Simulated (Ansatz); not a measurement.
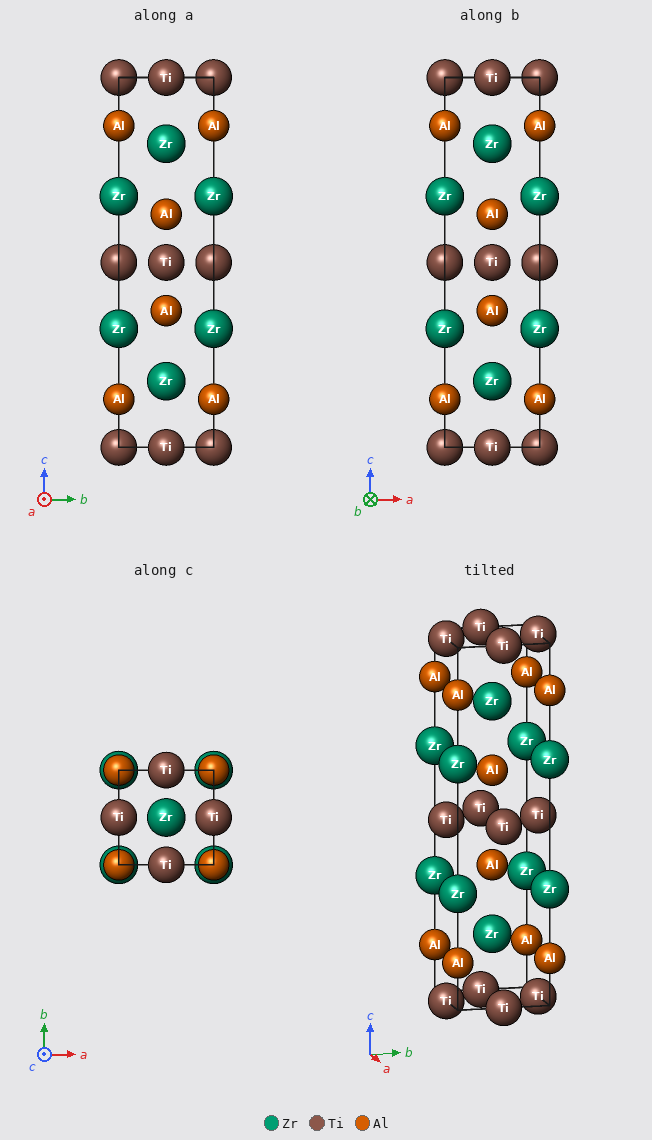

Structure drawing (spheres-only), viewed along the a axis, along the b axis, along the c axis and slightly off an axis. The parallelepiped is the conventional unit cell.

Lattice parameters: a = 3.6457 Å, b = 3.6457 Å, c = 14.2280 Å, α = 90.000°, β = 90.000°, γ = 90.000°.

Reconstruct the structure as a CIF in P1 with every atom of the cell, with free fractional coordinates to two decimals.

Answer.
```cif
data_structure
_symmetry_space_group_name_H-M 'P 1'
_symmetry_Int_Tables_number 1
_cell_length_a 3.6457
_cell_length_b 3.6457
_cell_length_c 14.2280
_cell_angle_alpha 90.000
_cell_angle_beta 90.000
_cell_angle_gamma 90.000
_cell_volume 189.11
loop_
_atom_site_label
_atom_site_type_symbol
_atom_site_fract_x
_atom_site_fract_y
_atom_site_fract_z
_atom_site_occupancy
Zr1 Zr 0.50 0.50 0.82 1
Zr2 Zr 0.00 0.00 0.68 1
Ti1 Ti 0.00 0.50 0.00 1
Ti2 Ti 0.50 0.00 0.00 1
Al1 Al 0.50 0.50 0.63 1
Al2 Al 0.00 0.00 0.87 1
Zr3 Zr 0.00 0.00 0.32 1
Zr4 Zr 0.50 0.50 0.18 1
Ti3 Ti 0.50 0.00 0.50 1
Ti4 Ti 0.00 0.50 0.50 1
Al3 Al 0.00 0.00 0.13 1
Al4 Al 0.50 0.50 0.37 1
```

The structure is a generated cell, made by putting these elements into a known structure type (the compound may or may not exist in this form); no relaxation was done. It was run through Ansatz as a DFT input.

At this level of theory the cell isn't at rest (compressed, at 31 GPa), so its distances can differ from those at equilibrium, the more so the softer the solid.
